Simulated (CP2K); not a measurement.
**C3H6FNSi (SMILES CC[Si]1(F)C=N1): PM6**

What is the vertical singlet–triplet gap of C3H6FNSi at PM6? 

Program for the calculation: CP2K 2026.2.

3 further runs of the same task are left out: 3 that didn't finish.

### Step 1. The structure to begin with

C3H6FNSi: 12 atoms, total charge 0, spin state singlet. SMILES: `CC[Si]1(F)C=N1`. Geometry: a rough force-field guess. This is one conformer, not always the lowest.

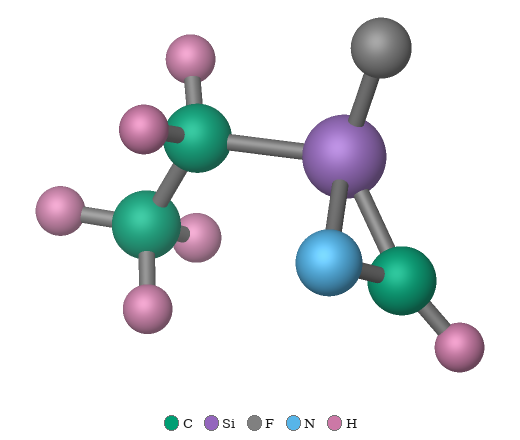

The structure, seen from a chosen angle (carbon teal, silicon purple, fluorine grey, nitrogen blue, hydrogen pink).

### Step 2. Energy and gradient at PM6

Contents of job.inp:

```
&FORCE_EVAL
  METHOD QS
  &DFT
    ! Quickstep
    &QS
      METHOD PM6
      EPS_DEFAULT 1.0E-10
      &SE
        &COULOMB
          CUTOFF [angstrom] 50
          RC_RANGE [angstrom] 0
        &END
        &EXCHANGE
          CUTOFF [angstrom] 50
          RC_RANGE [angstrom] 0
        &END
      &END
    &END
    ! isolated system
    &POISSON
      PERIODIC NONE
      POISSON_SOLVER ANALYTIC
    &END
    ! SCF settings
    &SCF
      SCF_GUESS ATOMIC
      EPS_SCF 1.0E-07
      MAX_SCF 150
      ADDED_MOS 2
      &DIAGONALIZATION
        ALGORITHM STANDARD
      &END
      &MIXING
        METHOD DIRECT_P_MIXING
        ALPHA 0.4
      &END
    &END
    &PRINT
      &MOMENTS
        PERIODIC F
        REFERENCE COM
        MAX_MOMENT 1
      &END
      &MO ON
        ENERGIES T
        OCCUPATION_NUMBERS T
        NDIGITS 6
        &EACH
          QS_SCF 0
        &END
        ADD_LAST NUMERIC
      &END
      &HIRSHFELD OFF
      &END
    &END
  &END
  ! atoms, cell and kinds
  &SUBSYS
    &CELL
      ABC 17.1 15.1 15.9
      PERIODIC NONE
    &END
    &COORD
      UNIT bohr
      C      2.2773090     0.0483770    -2.1304772
      C      1.4545222    -1.1712523     0.3116158
      Si    -1.9424495    -0.9452410     1.2258653
      F     -2.3508193    -2.6614903     3.6379118
      C     -3.7666021     1.6812893     0.8074800
      N     -2.0909820     2.3426935     2.4152590
      H      1.8783878     2.1748858    -2.0630140
      H      4.2738046    -0.1073364    -2.5486736
      H      1.1323239    -0.6060352    -3.6749504
      H      2.6560101    -0.3930630     1.8689391
      H      1.9554886    -3.1664251     0.1944528
      H     -5.3312953     2.6994738     0.0196532
    &END
    &TOPOLOGY
      &CENTER_COORDINATES
      &END
    &END
  &END
  &PRINT
    &FORCES ON
    &END
  &END
&END
&GLOBAL
  PROJECT_NAME job
  RUN_TYPE ENERGY_FORCE
  PRINT_LEVEL MEDIUM
&END
```

Run with:

```sh
$ OMP_NUM_THREADS=1 cp2k.psmp -i job.inp > job.out 2>&1
```

Log:

```text
CP2K| version string:                                       CP2K version 2026.2
[...]
 GLOBAL| Method name                                                        CP2K
[...]
 GLOBAL| Run type                                                   ENERGY_FORCE
[...]
                             - Atoms:                                         12
[...]
                             - Spherical basis functions:                     35
[...]
 Number of electrons:                                                         34
[...]
     1 P_Mix/Diag. 0.40E+00    0.0     0.84123866       -34.6665946512 -3.47E+01
[...]
    26 DIIS/Diag.  0.26E-07    0.0     0.00000004       -43.0632969904 -1.28E-13
  *** SCF run converged in    26 steps ***
  Core-core repulsion energy [eV]:                           2599.88755668700469
  Core Hamiltonian energy [eV]:                             -1920.47483694049765
  Two-electron integral energy [eV]:                        -3702.44924856379021
  Electronic energy [eV]:                                   -3771.69946122239207
  Total energy [eV]:                                        -1171.81190453538784
  Atomic reference energy [eV]:                              1170.83092198055397
  Heat of formation [kcal/mol]:                               -22.62199692033941
[...]
 SE_DIPOLE| Moment [Debye]          0.11420898       2.53385261       3.52686114
 SE_DIPOLE| Derivative [a.u.]       0.00000000       0.00000000       0.00000000
 ENERGY| Total FORCE_EVAL ( QS ) energy [hartree]            -43.063296990426764
 FORCES| Atomic forces [hartree/bohr]
 FORCES|   Atom     x               y               z               |f|
 FORCES|      1 -1.56537775E-02  3.70321187E-02 -1.09135169E-03   4.02195179E-02
 FORCES|      2 -6.29571549E-03 -1.21225380E-02 -3.91586343E-03   1.42100650E-02
 FORCES|      3  7.04433670E-02  1.28440796E-02  5.00088339E-02   8.73391196E-02
 FORCES|      4 -6.22307002E-03 -9.39025719E-03 -9.81145188E-03   1.49388125E-02
 FORCES|      5 -8.09357021E-02  2.17940802E-02 -5.44271514E-02   9.99394047E-02
 FORCES|      6  3.84844187E-02 -1.60946435E-02  2.75222394E-02   4.99756111E-02
 FORCES|      7  5.60866362E-03 -1.54519504E-02 -2.25332336E-04   1.64399104E-02
 FORCES|      8  4.30417580E-03 -4.71196193E-03  2.76337388E-04   6.38786951E-03
 FORCES|      9 -4.80987399E-04 -5.59544270E-03 -1.37457384E-02   1.48487592E-02
 FORCES|     10 -6.18948469E-03  1.04690542E-03  5.43697751E-03   8.30460451E-03
 FORCES|     11  4.00432330E-03 -1.63504463E-02  3.57037075E-03   1.72081157E-02
 FORCES|     12 -7.06621133E-03  7.00005604E-03 -3.59786988E-03   1.05771827E-02
 FORCES| Sum    -5.55111512E-16 -1.95329863E-15  8.11850587E-16
[...]
```

It took 0.44 s on 1 thread of Arm Neoverse N1, shared host; peak memory 0.14 GiB.

### Step 3. The triplet at the same level

Contents of qs.inp:

```
&GLOBAL
  PROJECT qs
  RUN_TYPE ENERGY_FORCE
  PRINT_LEVEL MEDIUM
&END GLOBAL
&FORCE_EVAL
  METHOD QS
  &DFT
    CHARGE 0
    MULTIPLICITY 3
    UNRESTRICTED_KOHN_SHAM T
    # Quickstep
    &QS
      METHOD PM6
      EPS_DEFAULT 1.0E-10
      &SE
        &COULOMB
          CUTOFF [angstrom] 50
          RC_RANGE [angstrom] 0
        &END COULOMB
        &EXCHANGE
          CUTOFF [angstrom] 50
          RC_RANGE [angstrom] 0
        &END EXCHANGE
      &END SE
    &END QS
    # cluster boundary conditions
    &POISSON
      PERIODIC NONE
      POISSON_SOLVER ANALYTIC
    &END POISSON
    # self-consistent field
    &SCF
      SCF_GUESS ATOMIC
      EPS_SCF 1.0E-07
      MAX_SCF 150
      ADDED_MOS 2
      &DIAGONALIZATION
        ALGORITHM STANDARD
      &END DIAGONALIZATION
      &MIXING
        METHOD DIRECT_P_MIXING
        ALPHA 0.4
      &END MIXING
    &END SCF
    # extra output
    &PRINT
      &MOMENTS
        PERIODIC F
        REFERENCE COM
        MAX_MOMENT 1
      &END MOMENTS
      &MO ON
        ENERGIES T
        OCCUPATION_NUMBERS T
        NDIGITS 6
        &EACH
          QS_SCF 0
        &END EACH
        ADD_LAST NUMERIC
      &END MO
      &HIRSHFELD OFF
      &END HIRSHFELD
    &END PRINT
  &END DFT
  &SUBSYS
    &CELL
      ABC [angstrom] 17.1 15.1 15.9
      PERIODIC NONE
    &END CELL
    &COORD
      UNIT bohr
      C      2.2773090     0.0483770    -2.1304772
      C      1.4545222    -1.1712523     0.3116158
      Si    -1.9424495    -0.9452410     1.2258653
      F     -2.3508193    -2.6614903     3.6379118
      C     -3.7666021     1.6812893     0.8074800
      N     -2.0909820     2.3426935     2.4152590
      H      1.8783878     2.1748858    -2.0630140
      H      4.2738046    -0.1073364    -2.5486736
      H      1.1323239    -0.6060352    -3.6749504
      H      2.6560101    -0.3930630     1.8689391
      H      1.9554886    -3.1664251     0.1944528
      H     -5.3312953     2.6994738     0.0196532
    &END COORD
    &TOPOLOGY
      &CENTER_COORDINATES
      &END CENTER_COORDINATES
    &END TOPOLOGY
  &END SUBSYS
  &PRINT
    &FORCES ON
    &END FORCES
  &END PRINT
&END FORCE_EVAL
```

Run with:

```sh
$ OMP_NUM_THREADS=1 cp2k.psmp -i qs.inp > qs.out 2>&1
```

Log:

```text
CP2K| version string:                                       CP2K version 2026.2
[...]
 GLOBAL| Method name                                                        CP2K
[...]
 GLOBAL| Run type                                                   ENERGY_FORCE
[...]
                             - Atoms:                                         12
[...]
                             - Spherical basis functions:                     35
[...]
 Number of electrons:                                                         18
[...]
     1 P_Mix/Diag. 0.40E+00    0.0     0.45672420       -34.6665946512 -3.47E+01
[...]
    48 DIIS/Diag.  0.64E-07    0.0     0.00000010       -43.0149746795 -2.42E-13
  *** SCF run converged in    48 steps ***
  Core-core repulsion energy [eV]:                           2599.88755668700469
  Core Hamiltonian energy [eV]:                             -1915.15189685741507
  Two-electron integral energy [eV]:                        -3710.46529482676442
  Electronic energy [eV]:                                   -3770.38454427079705
  Total energy [eV]:                                        -1170.49698758379236
  Atomic reference energy [eV]:                              1170.83092198055397
  Heat of formation [kcal/mol]:                                 7.70071073936637
[...]
 SE_DIPOLE| Moment [Debye]          0.62753120      -2.12407811       1.97213666
 SE_DIPOLE| Derivative [a.u.]       0.00000000       0.00000000       0.00000000
 ENERGY| Total FORCE_EVAL ( QS ) energy [hartree]            -43.014974679495296
 FORCES| Atomic forces [hartree/bohr]
 FORCES|   Atom     x               y               z               |f|
 FORCES|      1 -1.47573525E-02  3.92352026E-02 -6.27215795E-04   4.19234299E-02
 FORCES|      2  5.19280824E-03  2.58797602E-03  3.77583875E-03   6.92241545E-03
 FORCES|      3  8.08649968E-02 -1.12280545E-01  2.09467452E-02   1.39945827E-01
 FORCES|      4 -2.85102609E-03 -2.93038256E-03 -4.02510426E-03   5.73733004E-03
 FORCES|      5 -4.62352207E-02  1.12531881E-01  7.68076176E-03   1.21902067E-01
 FORCES|      6 -1.79213298E-02  7.28005168E-03 -1.07516057E-02   2.21307532E-02
 FORCES|      7  6.09860568E-03 -1.63845753E-02 -7.91892975E-04   1.75006969E-02
 FORCES|      8  4.09356436E-03 -5.10489633E-03 -2.09346716E-05   6.54352153E-03
 FORCES|      9 -1.02204799E-03 -6.47528914E-03 -1.35593654E-02   1.50608878E-02
 FORCES|     10 -2.78103858E-03 -1.14275341E-03  3.53408997E-03   4.64002725E-03
 FORCES|     11  5.68099996E-04 -1.66564491E-02  3.42234330E-03   1.70138904E-02
 FORCES|     12 -1.12500594E-02 -6.60220219E-04 -9.58366022E-03   1.47934536E-02
 FORCES| Sum     1.24900090E-16 -2.35922393E-16 -8.39606162E-16
[...]
```

It took 0.6 s on 1 thread of Arm Neoverse N1, shared host; peak memory 0.14 GiB.

### Step 4. Summary of results

Level: PM6.

| quantity | value |
| --- | --- |
| singlet: total energy | -43.06330 Eh |
| singlet: dipole moment | 4.34 D |
| singlet: HOMO energy | -8.44 eV |
| singlet: LUMO energy | -1.23 eV |
| singlet: HOMO–LUMO gap | 7.20 eV |
| singlet: heat of formation at this unrelaxed shape | -22.6 kcal/mol |
| singlet: largest force on an atom | 5.139 eV/Å |
| triplet: total energy | -43.01497 Eh |
| triplet: dipole moment | 2.97 D |
| triplet: HOMO energy (highest over α and β) | -6.67 eV |
| triplet: LUMO energy (lowest over α and β) | -2.19 eV |
| triplet: heat of formation at this unrelaxed shape | 7.7 kcal/mol |
| triplet: largest force on an atom | 7.196 eV/Å |
| vertical energy of the triplet above the singlet | 1.315 eV |

What this shows: At this shape the triplet lies 1.31 eV (30 kcal/mol) above the singlet. The largest force (singlet) is 5.14 eV/Å: the shape isn't a stationary point for this species at this level.
